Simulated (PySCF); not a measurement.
Vertical excitations of a molecule GeH₇NOSi from PySCF with TDDFT-PBE0/def2-SVPD, as energy in eV (oscillator strength): 6.16 (0.015), 6.83 (0.042), 7.08 (0.022), 7.28 (0.021), 7.47 (0.009), 7.64 (0.013), 7.76 (0.020), 7.88 (0.048), 7.98 (0.001), 8.00 (0.039). Lowest triplet (TDA): 5.78 eV. The structure is a stationary point at ωB97X-D3(BJ)/def2-SVP. One conformer was computed; it need not be the lowest.

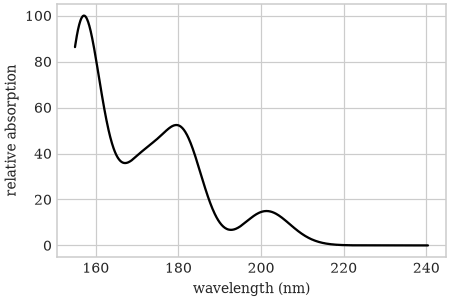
Figure. The lines broadened by 0.4 eV.

Problem. Identify the compound among the candidates.
A. [NH2][Ge@H]([OH])[SiH3]
B. N[Si@H](O)[GeH3]
C. [OH][GeH2][NH][SiH3]
D. O[SiH2][NH][GeH3]

Solution. C, [OH][GeH2][NH][SiH3]
